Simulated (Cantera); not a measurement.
A closed system holds: 1 mol Fe2O3, 0.27 mol Cl2, 2.2 mol O2, equilibrated at 1550 K.

These are equilibrium values from Cantera (NASA tables, ideal gas, pure condensed phases), not measurements of a reactor. Candidate condensed phases: Fe, FeCl2, FeCl3, FeO, Fe2O3, Fe3O4; 13 gas species. The numbers say what is thermodynamically allowed, not how fast it happens.

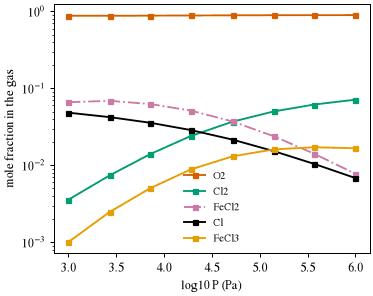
Equilibrium gas composition (values under 1e-9 drawn at 1e-9)

At 10.0 mbar the condensed part is Fe3O4(s). From 27.0 mbar to 10.0 bar the condensed part is Fe2O3(s). The main Fe-bearing gas is FeCl2 at 10.0 mbar and FeCl3 at 10.0 bar.
